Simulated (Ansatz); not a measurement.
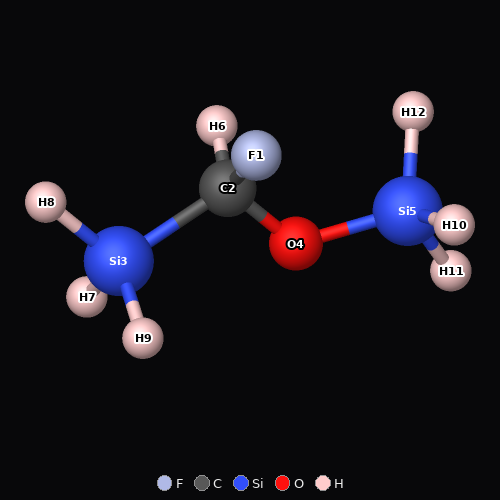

The system is CH₇FOSi₂, SMILES FC([SiH3])O[SiH3]; the picture shows the reference structure. First axis: dihedral Si3–C2–O4–Si5. Second axis: dihedral O4–C2–Si3–H7. Nothing is relaxed (all other coordinates rigid). Grid: 12 × 13 points. Points are written as (first, second). Energies: eV, counted from the lowest grid point. Energies and slopes of some neighbouring points disagree (a jump in structure or state, or too coarse a mesh). The calculation used RKS r2SCAN-D4/def2-SVP (Ansatz 0.2.0).

Its coordinates:

```yaml
atoms:
  - { symbol: F, position_ang: [-1.5438, 0.3421, 0.3893] }
  - { symbol: C, position_ang: [-0.4949, -0.3490, -0.2343] }
  - { symbol: Si, position_ang: [-0.3092, -2.0520, 0.6277] }
  - { symbol: O, position_ang: [0.6818, 0.3637, -0.0800] }
  - { symbol: Si, position_ang: [0.7886, 2.0194, -0.3989] }
  - { symbol: H, position_ang: [-0.7798, -0.4115, -1.3070] }
  - { symbol: H, position_ang: [0.8027, -2.8082, -0.0171] }
  - { symbol: H, position_ang: [-1.5863, -2.8102, 0.4882] }
  - { symbol: H, position_ang: [-0.0101, -1.8018, 2.0644] }
  - { symbol: H, position_ang: [0.2550, 2.8330, 0.7274] }
  - { symbol: H, position_ang: [2.2387, 2.2904, -0.5745] }
  - { symbol: H, position_ang: [0.0342, 2.3288, -1.6514] }
```

Range: dihedral Si3–C2–O4–Si5 from −180 to 150°; dihedral O4–C2–Si3–H7 from −151 to 29°.

### What will the energy surface look like?

The lowest grid point is at (−180°, −61°). The highest grid point, (30°, −136°), lies 1.73 eV above the lowest. At the highest point the unbonded atoms H9···H12 come to 1.16 Å, against 5.62 Å at the lowest; the sum of their van der Waals radii is about 2.4 Å.

```tsv
dihedral O4–C2–Si3–H7 ↓, dihedral Si3–C2–O4–Si5 →	−180	−150	−120	−90	−60	−30	0	30	60	90	120	150
29	0.06	0.06	0.13	0.18	0.29	0.49	1.34	0.77	0.31	0.24	0.19	0.11
14	0.10	0.11	0.17	0.22	0.34	0.55	1.44	1.21	0.36	0.28	0.23	0.16
−1	0.12	0.12	0.19	0.24	0.33	0.56	1.23	1.63	0.45	0.29	0.26	0.18
−16	0.10	0.10	0.17	0.22	0.27	0.51	0.88	1.67	0.54	0.27	0.24	0.16
−31	0.06	0.06	0.13	0.17	0.20	0.44	0.62	1.30	0.58	0.24	0.19	0.12
−46	0.02	0.02	0.08	0.13	0.16	0.38	0.55	0.84	0.53	0.20	0.15	0.08
−61	0.00	0.00	0.06	0.12	0.16	0.38	0.70	0.55	0.42	0.18	0.12	0.06
−76	0.01	0.02	0.08	0.14	0.21	0.42	1.03	0.53	0.33	0.20	0.14	0.07
−91	0.05	0.06	0.13	0.18	0.29	0.50	1.38	0.78	0.31	0.24	0.18	0.11
−106	0.10	0.11	0.17	0.22	0.34	0.56	1.48	1.24	0.36	0.28	0.23	0.16
−121	0.12	0.12	0.19	0.24	0.33	0.57	1.26	1.68	0.46	0.29	0.25	0.18
−136	0.10	0.11	0.17	0.22	0.27	0.52	0.90	1.73	0.56	0.27	0.24	0.17
−151	0.06	0.06	0.13	0.18	0.20	0.44	0.63	1.34	0.60	0.24	0.19	0.12
```

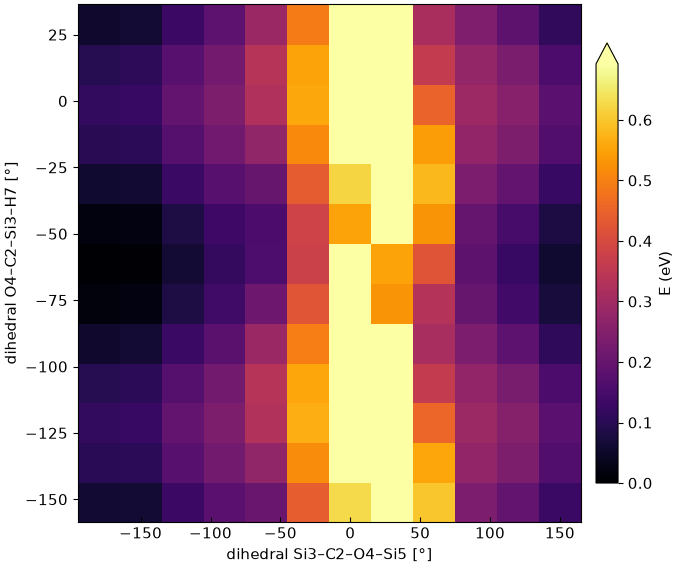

The picture shows one coloured cell a grid point, one colour for all values above the top of the scale.

The whole map (156 points run) took 9.8 min on 1 thread of AMD EPYC 9R45 96-Core Processor (Zen 5), with other jobs on the host.
